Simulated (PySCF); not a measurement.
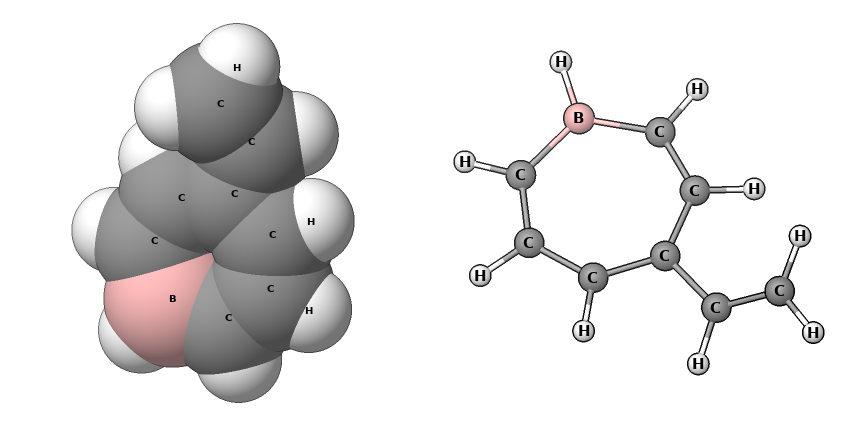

Both panels show the same species.

Computed geometry: GFN2-xTB optimisation. No frequency run is at hand to confirm it as a minimum.

Question: Give the formula.

Answer: C₈H₉B, 18 atoms: 8 carbon, 9 hydrogen and 1 boron.

Question: What is the point group of this geometry?

Answer: C1.

Question: Name functional groups in it.

Answer: Among them: alkene, B–H bond.

Question: Describe its rings.

Answer: Independent rings (smallest set): 1 of 7 members.

Question: How many bonds of each kind are drawn?

Answer: 8 C–H, 7 C–C, 2 C–B, 1 B–H.

More results for the same structure follow; atom numbers are the same in all pictures, views and colours differ.

## Shape

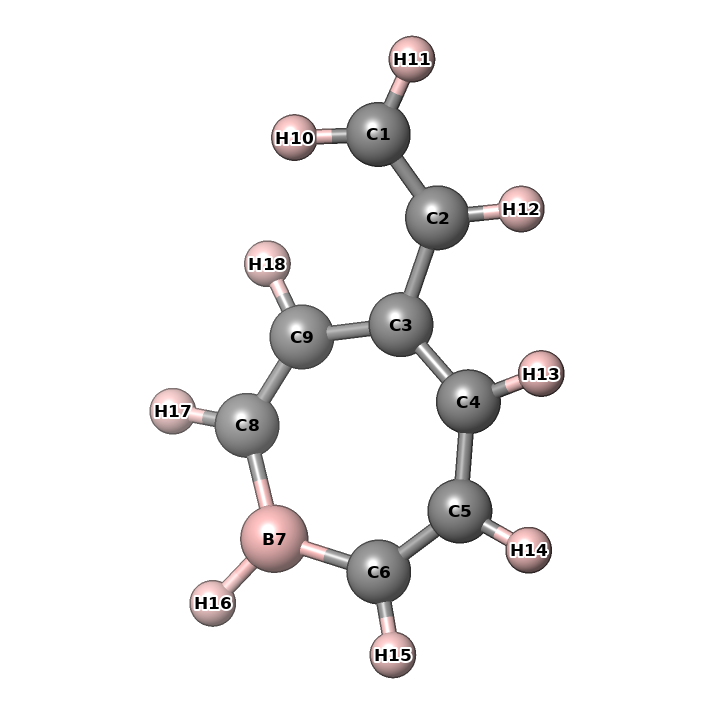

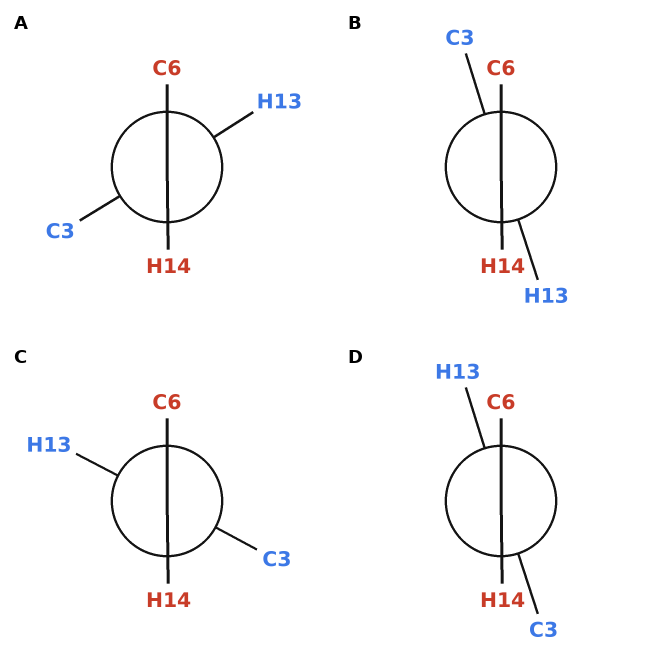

Depth is shown by fading: the farther an atom, the more it takes the colour of the background. Bonds that would overlap in a projection are set slightly apart. No frequency run is at hand to confirm it as a minimum.

Question: Which Newman projection shows the view along C5–C4, with C5 in front?

Answer: B. The torsion angle C6–C5–C4–C3 is −2°, synperiplanar (eclipsed).

## Electronic properties

No frequency run is at hand to confirm it as a minimum. Method: PBE0/def2-SVPD, gas phase (PySCF 2.14.0). Excitations: vertical, linear response.

Question: Estimate the lowest vertical singlet excitation.

Answer: 4.22 eV.

Question: Estimate the HOMO energy (Kohn–Sham orbital).

Answer: −6.80 eV.

Question: What is the HOMO–LUMO gap?

Answer: 4.61 eV.

Question: What is the mean static polarisability?

Answer: 118.0 bohr³.

## Quadrupole coupling

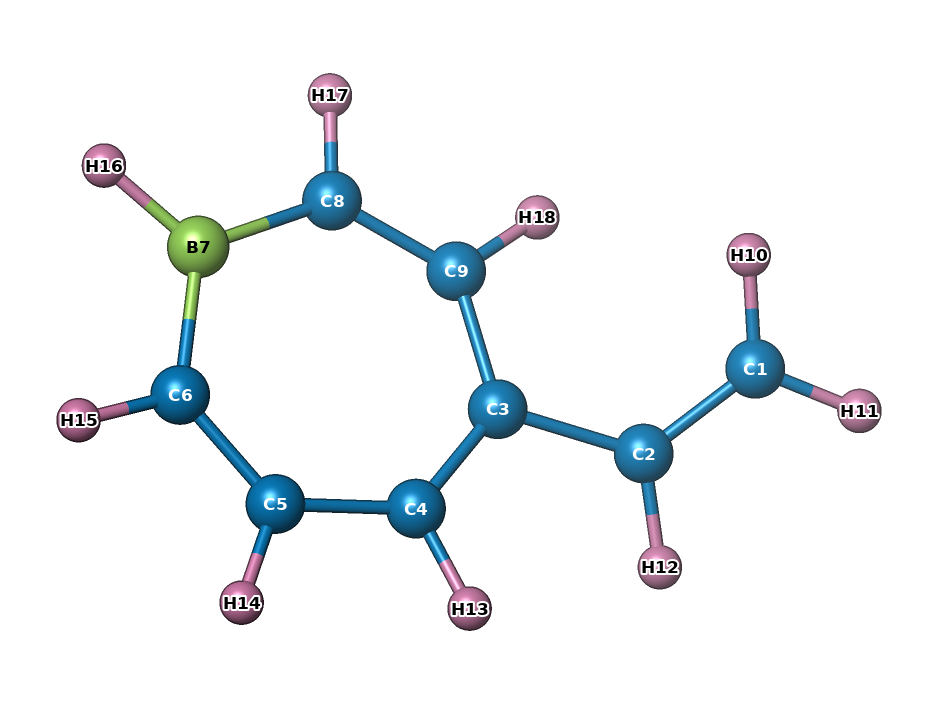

No frequency run is at hand to confirm it as a minimum. Electric field gradients from the ground-state density, PBE0/pcSseg-1 (PySCF 2.14.0), non-relativistic apart from any core potentials.

Give the largest field-gradient component, the quadrupole coupling constant and the asymmetry for 11B at B7 (Q = 40.59 mb), 2H at H10 (Q = 2.86 mb), 2H at H11 (Q = 2.86 mb), 2H at H12 (Q = 2.86 mb), 2H at H13 (Q = 2.86 mb).

```csv
atom,V_zz (a.u.),e²qQ/h (MHz),η
B7,0.462,4.41,0.03
H10,0.335,0.225,0.05
H11,0.337,0.226,0.05
H12,0.319,0.214,0.08
H13,0.309,0.208,0.09
```

## Dipole moment

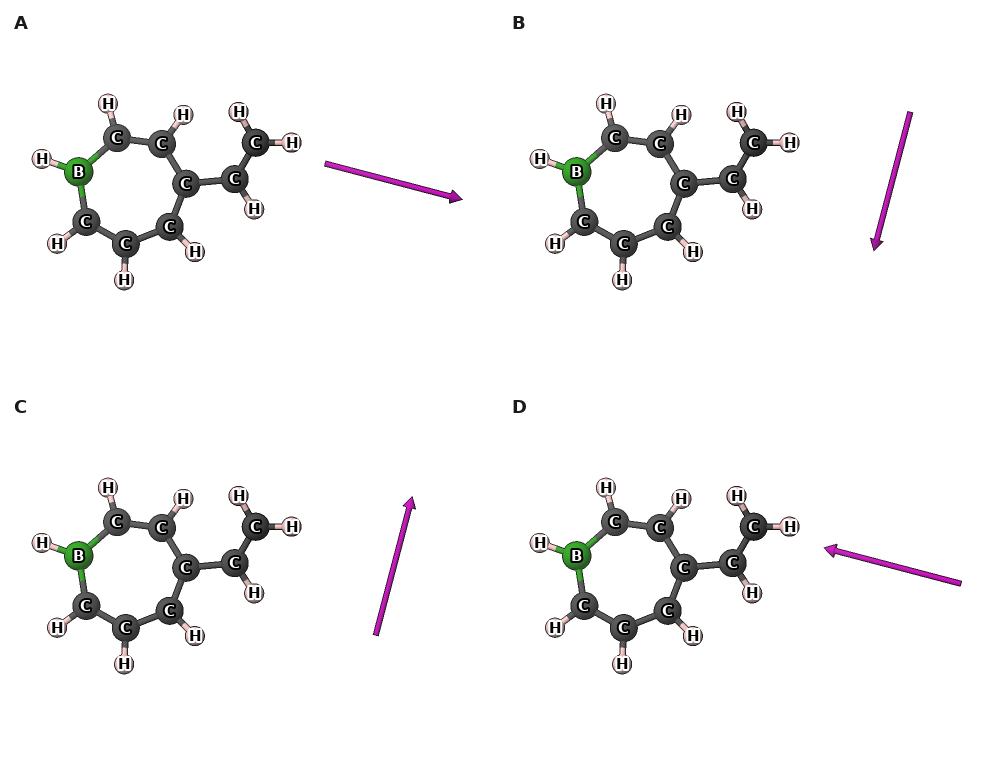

The same molecule four times, each with an arrow. No frequency run is at hand to confirm it as a minimum. Level of theory: PBE0/pcSseg-1, gas phase (PySCF 2.14.0).

Question: Which arrow points along the dipole moment, from the negative to the positive end?

Answer: A. The dipole moment is 2.31 D.

The geometry is semi-empirical. Around B such bond lengths and angles can be off by a tenth of an ångström or more and by several degrees, and values that hang on the shape move with them.
